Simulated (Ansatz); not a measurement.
A series of calculations on Mg63CrSi32

### Relaxation

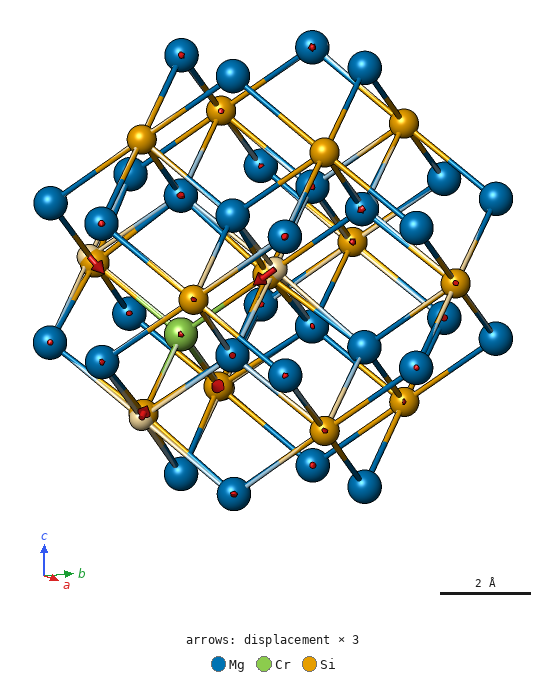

A relaxation of a defect cell of composition Mg$_{63}$CrSi$_{32}$ (cell charge +1). The starting structure is drawn faded, the final one solid; red arrows show the displacements, 3 times their true length.

A ball-and-stick model of the atoms within 5.8 Å of the atom that moves most (axes of the cell of the calculation (origin shifted)), seen slightly off an axis.

The atoms of the start lie slightly off their symmetric places, so part of the fall in energy undoes that.

Level of theory: DFT, PBEsol, PAW, plane waves in Ansatz 0.2.0. Set-up: plane-wave cutoff 420 eV; k-point mesh 1 × 1 × 1; mesh shifted by (0.25, 0.25, 0.25); collinear spin; atoms relaxed in a fixed cell; force threshold 0.03 eV/Å; at most 80 steps.

What did the optimiser do to the structure, and how much energy did it gain?

Answer. The atom that moves furthest is a Si atom (0.22 Å along [−1 −1 −1]). Largest moves by element: Si 0.22 Å, Mg 0.07 Å, Cr 0.04 Å. The cell stays as it was. Among the contacts that change: Cr–Si 2.771 → 2.583 Å, Mg–Si 2.669 → 2.827 Å, Cr–Si 2.723 → 2.581 Å, Mg–Si 2.676 → 2.803 Å. Bond angles that change, for instance: Si–Mg–Si 110.1° → 103.4°, Si–Mg–Si 109.7° → 103.7°, Si–Mg–Si 107.4° → 112.1°. After 3 geometry steps the energy has fallen by 0.560 eV per cell of the calculation. The largest force component goes from 0.71 to 0.026 eV/Å. Cost: 8.5 s on 1 × NVIDIA GB200 with 8 threads of Arm Neoverse-V2, peak memory 2.3 GiB.

Limits of the set-up: the cell is charged, on a uniform background, and energies carry no finite-size correction.

### Relaxation

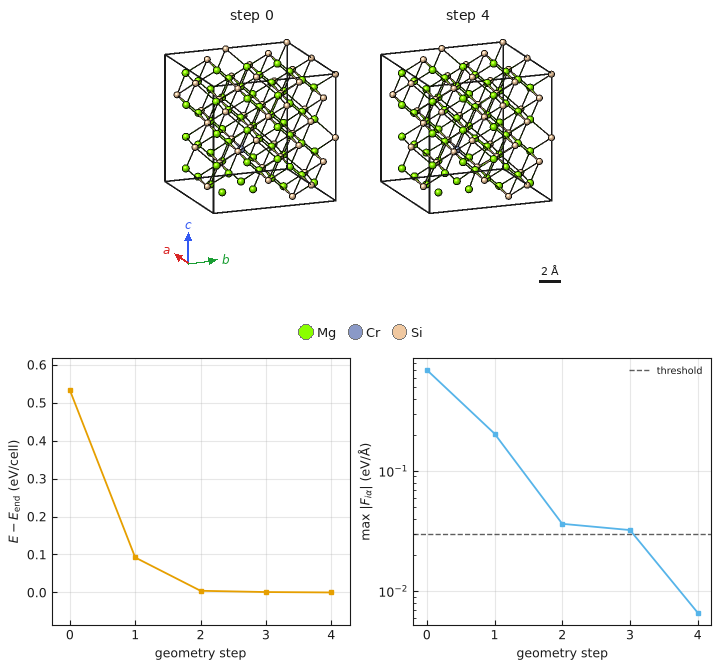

First and last geometry of a relaxation of a defect cell of composition Mg$_{63}$CrSi$_{32}$ (cell charge −1), with the history of the run. A ball-and-stick model of the cell of the calculation (origin shifted), seen from a free direction.

The atoms of the start lie slightly off their symmetric places, so part of the fall in energy undoes that.

Theory: DFT, PBEsol, PAW, plane waves (Ansatz 0.2.0). Set-up: plane-wave cutoff 420 eV; k-point mesh 1 × 1 × 1; mesh shifted by (0.25, 0.25, 0.25); collinear spin; atoms relaxed in a fixed cell; force threshold 0.03 eV/Å; at most 80 steps.

**Did the run converge, and what did it change?**

It converged. The energy falls by 0.533 eV per cell of the calculation in 4 geometry steps. The largest force component goes from 0.7 to 0.0066 eV/Å. The largest move is that of a Si atom, 0.21 Å roughly along [−1 −1 −1]. Largest moves by element: Si 0.21 Å, Mg 0.07 Å, Cr 0.06 Å. The cell doesn't change. Among the contacts that change: Cr–Si 2.771 → 2.595 Å, Mg–Si 2.669 → 2.832 Å, Cr–Si 2.760 → 2.616 Å, Cr–Si 2.723 → 2.595 Å. Among the angles between lasting bonds that change: Si–Mg–Si 110.4° → 104.3°, Si–Mg–Si 109.7° → 104.6°, Si–Mg–Si 107.4° → 112.1°. The run took 8.3 s on 1 × NVIDIA GB200 with 8 threads of Arm Neoverse-V2, peak memory 2.3 GiB.

```
step  E − E(0), meV/atom  largest force component, eV/Å
   0                0.00                         0.6953
   1               -4.59                         0.2048
   2               -5.51                         0.0363
   3               -5.54                         0.0322
   4               -5.55                         0.0066
```

Limits of the set-up: the cell is charged, on a uniform background, and energies carry no finite-size correction.

### Defect

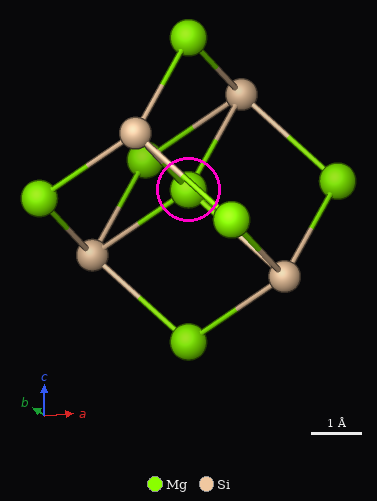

Perfect Mg2Si. The picture is a ball-and-stick view of the atoms within 3.3 Å of one point, seen slightly off an axis.

Method: DFT, PBEsol, PAW, plane waves in Ansatz 0.2.0. Settings: plane-wave cutoff 420 eV; k-point mesh 1 × 1 × 1; mesh shifted by (0.25, 0.25, 0.25); collinear spin. Fermi-Dirac smearing of 0.01 eV. A uniform background neutralises the charged cell. The axes drawn are those of the host's conventional cell.

A magnesium atom is replaced by chromium at the ringed place, in charge state −1. The supercell has 96 sites, and the atoms are relaxed at the host's cell.

Q: Predict the relaxed surroundings of the defect.

A: In the host the Mg atom has 4 Si at 2.74 Å, 6 Mg at 3.16 Å; the Cr atom ends with 4 Si at 2.59 to 2.62 Å. Of the host's atoms, a silicon atom moves furthest from its site, by 0.15 Å. The cell's net moment is 1.00 μB.

The relaxed defect, seen from the same direction:

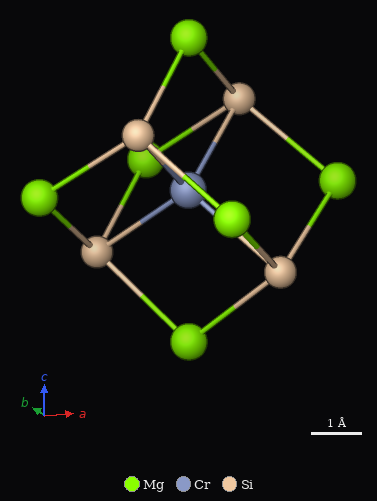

Limits of the set-up: the cell is charged, on a uniform background, and energies carry no finite-size correction.
